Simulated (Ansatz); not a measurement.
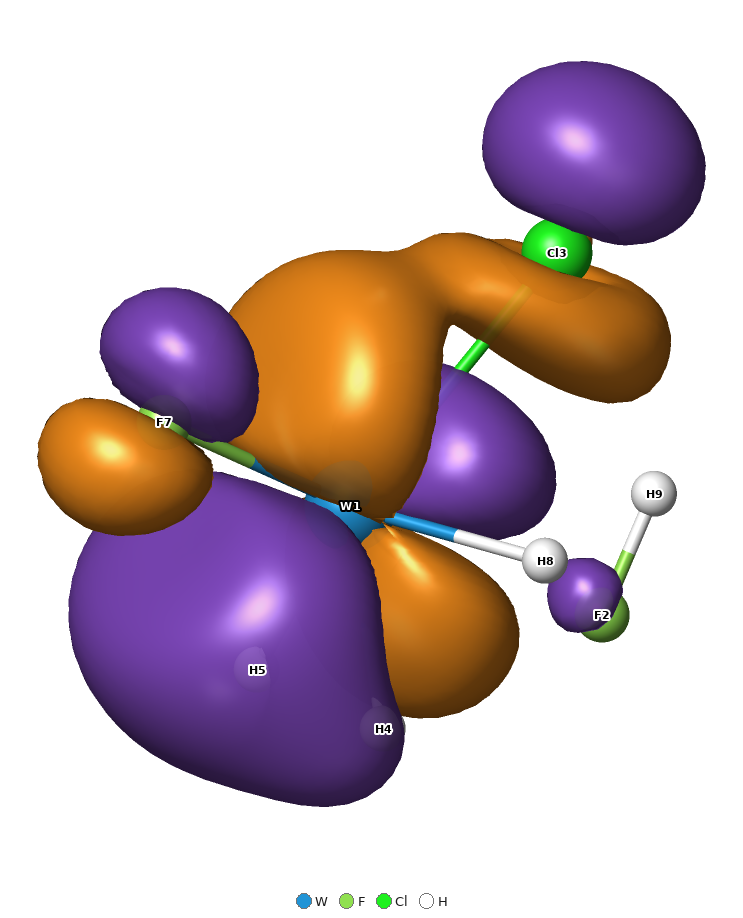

The picture shows: ClFH₄W···HF. The LUMO at ±0.08 Å⁻³ᐟ² (orange and purple are the two phases), seen at a tilt.

Core potentials replace the inner electrons of W.

All numbers below come from Ansatz 0.2.0, RKS PBE/def2-SVP.

```csv
atom,x (Å),y (Å),z (Å)
W,0.2123,0.2497,-0.3944
F,0.2721,0.4366,2.0638
Cl,2.4008,-0.4420,0.3800
H,-0.7994,1.5537,-0.0156
H,-1.3656,-0.0828,0.1223
H,-0.0481,-1.1862,0.4387
F,0.1890,0.1034,-2.2259
H,0.9320,1.6472,0.1995
H,1.1811,0.1209,2.0489
```

Where does this orbital lie, and at what energy?

Its weight (Hirshfeld) is mainly on W1 (about 70 %), F7 (about 10 %) and Cl3 (about 10 %). Its energy is −3.94 eV.
